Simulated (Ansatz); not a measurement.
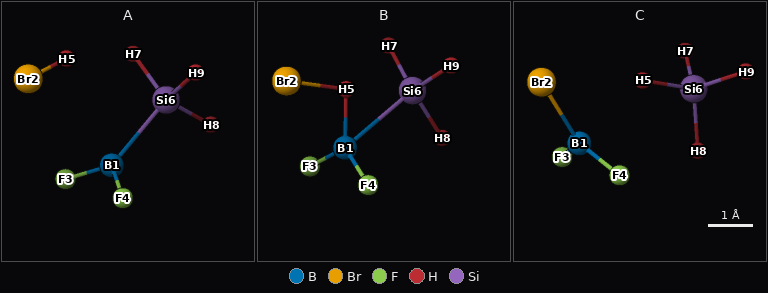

3 geometries from a converged minimum-energy path of BSiH₄BrF₂, made up of BBrF2 and SiH$_{4}$, shuffled. Style: ball-and-stick. Shown at a tilt.

Theory: RKS B3LYP-D4/def2-SVP (Ansatz). Settings: 7 movable images; climbing image; force threshold 0.05 eV/Å; iteration limit 56; starting path through a guess of the saddle point.

### Which frame is the top of the path?

B. In order along the path, whose images run from 0 to 8: C (image 2, +0.07 eV), B (image 4, +1.89 eV), A (image 6, +0.99 eV). Breaking: B1–Br2 (1.91 → 2.46 at the top → 3.32 Å), H5–Si6 (1.49 → 1.91 at the top → 3.82 Å). Forming: B1–Si6 (3.67 → 2.20 at the top → 2.04 Å), Br2–H5 (3.49 → 1.74 at the top → 1.43 Å).

Limits of the set-up: the start holds two separate molecules, 2.8 Å apart at their closest, whose relative position is a soft coordinate.
